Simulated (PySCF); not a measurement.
# F2HP, SMILES `FPF`: electronic structure

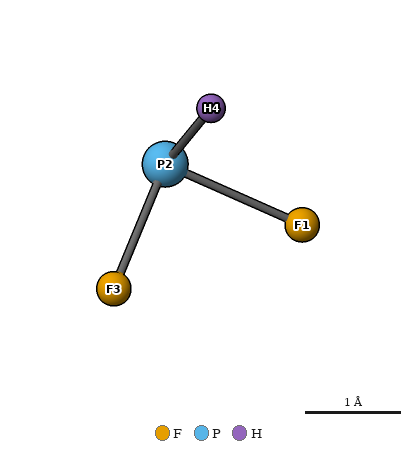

The molecule, with its atoms numbered as below. No frequency check shows the geometry to be a minimum.

Geometry (Å), atoms numbered from 1:

```
F1       1.1894   -0.5193    0.0166
P2      -0.0000    0.5684   -0.1059
F3      -1.1894   -0.5193    0.0166
H4      -0.0000    0.8209    1.2895
```

## 1. Bonding charge

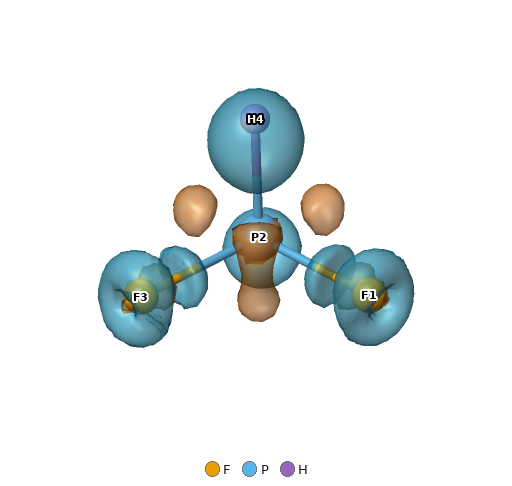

Deformation density (molecule less spherical, spin-averaged free atoms at the same positions), surfaces at ±0.17 e/Å³; light blue: gain, orange: loss.

Computed with PySCF, ωB97X/def2-TZVP, geometry: GFN2-xTB.

> How much density has each bond gained at its critical point, relative to the free atoms?

P2–H4: +0.34 e/Å³ at the bond critical point (bond length 1.42 Å, Mayer order 1.0). F1–P2 and P2–F3: +0.02 e/Å³ at the bond critical point (bond length 1.62 Å, Mayer order 1.0); up to 0.6 Å beside the axis the gain reaches +0.28 e/Å³. In all, 1.0 electrons gather in the regions of gain relative to the promolecule. A small or negative value marks a very polar bond, one between electron-rich atoms, whose free-atom densities already overlap strongly, a long bond to a heavier atom, or a closed-shell contact such as a hydrogen bond.

## 2. Bond critical points

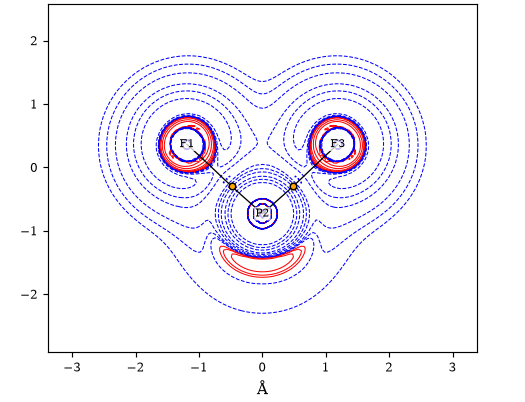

Negative Laplacian of the density (−∇²ρ) in the plane of F1, P2 and F3 (solid red lines positive, dashed blue lines negative, contours at ±0.02 to ±8 a.u.), with bond paths and bond critical points (dots).

> At which bond critical points in this plane is charge locally concentrated, and at which depleted?

At none is it concentrated. Depleted (∇²ρ > 0): F1–P2 and P2–F3 (+0.64 a.u., H = −0.106). A positive Laplacian with clearly negative H marks a strongly polar covalent bond, whose critical point lies close to the core of the less electronegative atom.

> Where along F1–P2 does the critical point lie?

0.97 Å from F1 and 0.65 Å from P2.

## 3. Electrostatic potential

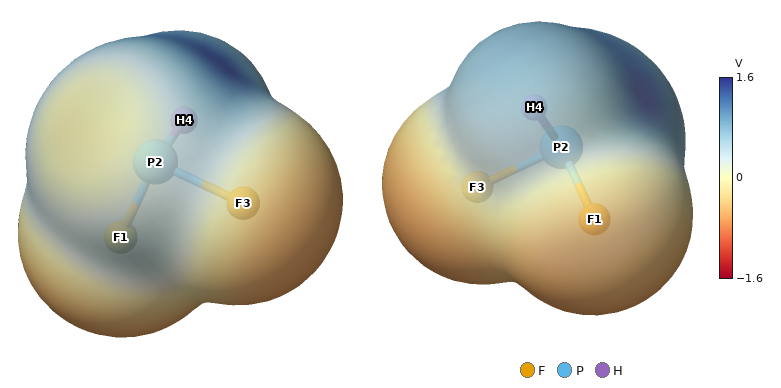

Electrostatic potential on the surface of electron density 0.001 a.u. (back view left, front view right).

> Where are the extremes of the potential on the surface?

Highest: 1.51 V, off the P2–H4 bond (2.0 to 2.1 Å from its atoms), and at like points elsewhere. Further maxima include 0.75 V, near P2 (2.05 Å), F1 (2.20 Å) and F3 (2.21 Å). Lowest: −0.68 V, 1.6 Å from F1, and at like points elsewhere. Further minima include −0.12 V, 2.3 Å from P2. The surface is sampled at points, so like sites can differ by a few per cent and only the strongest of them is named.

> What volume does the surface enclose, and what is the dipole moment?

About 63 Å³; the dipole moment is 1.7 D.

## 4. In an electric field

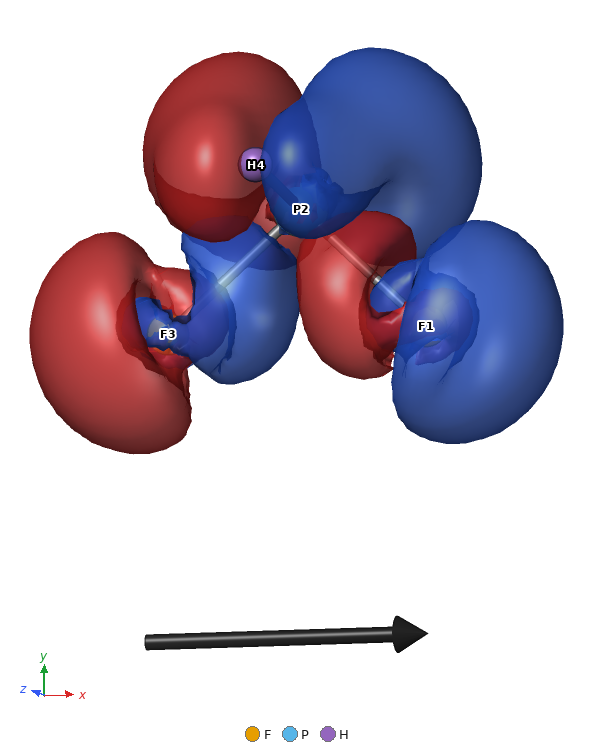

Change of the electron density in a uniform field of 0.21 V/Å along +x (arrow), surfaces at ±0.001 e/Å³ (red: gain, blue: loss).

PySCF calculation, ωB97X/def2-TZVP, gas phase; geometry: GFN2-xTB. A basis without diffuse functions makes polarisabilities too small.

> What dipole is induced, and what polarisability does it imply?

The induced dipole is 0.24 D (along the field); α along this axis, from the fields in both directions, is 24 bohr³ (3.5 Å³).

> Which atoms gain and lose the most charge?

Electrons gather most on F3 (Hirshfeld charge changes by −0.008 e) and leave F1 most (+0.008 e); 0.028 electrons are displaced in all.

## 5. Removing or adding an electron

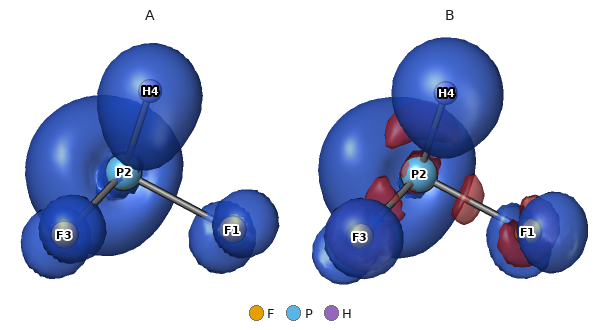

The Fukui function f⁻ from two separate SCF calculations and the density of the HOMO, at ±0.04 e/Å³ (blue positive, red negative).

> Which panel is which, and how good is the frozen-orbital picture?

B is f⁻ (it has negative regions), A the HOMO density. The HOMO lies on P2 (62 %), H4 (15 %) and F1 and F3 (12 % each); f⁻ (Hirshfeld-condensed) is largest on P2 (0.52); the vertical ionisation energy is 11.16 eV. Relaxation shifts 10 % of the electron between atoms. The orbital energy is −10.74 eV.
